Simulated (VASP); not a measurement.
Band structure of NaAuO2 (space group C2/m). All values below come from LDA (Ceperley-Alder, Perdew-Zunger) with spin-orbit coupling, VASP's LDA PAW potentials (set 64) (plane waves; VASP).

The path is coarsely sampled, so an indirect gap can come out somewhat too large.

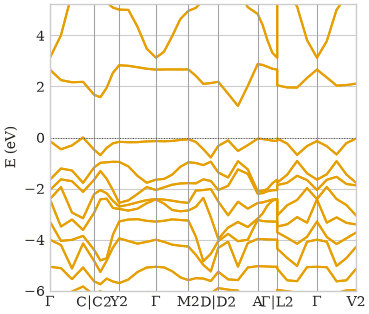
Fig. 1. Bands along high-symmetry lines, zero at the valence-band maximum or, without a gap, the Fermi level

Task: Read the plot: is there a gap, and where are the band edges?

Result: The gap is indirect, 1.24 eV, from the valence maximum at Γ-C at 0.75 to the conduction minimum at D2-A at 0.50.

The structure comes from a computed database's NaAuO2 entry (C2/m); how it stands against other phases isn't given here. It was relaxed first.
